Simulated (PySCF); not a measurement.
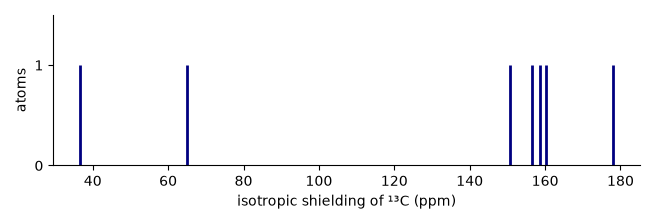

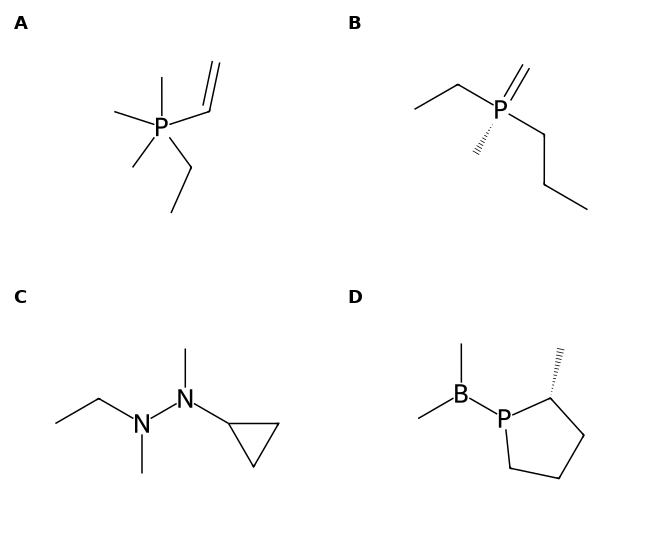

The sticks are computed shieldings of one of the molecules, for one fixed geometry (GFN2-xTB) without averaging over rotations. Low shielding means a high chemical shift. Method: GIAO PBE0/pcSseg-1 NMR shielding, non-relativistic, gas phase (PySCF 2.14.0).

**Match the spectrum to a structure.**

A, `C=CP(C)(C)(C)CC`. Its 7 C atoms give lines at 36.6, 64.9, 150.7, 156.4, 158.6, 160.2, 178.0 ppm.

The geometry is semi-empirical. Around B, P such bond lengths and angles can be off by a tenth of an ångström or more and by several degrees, and values that hang on the shape move with them.
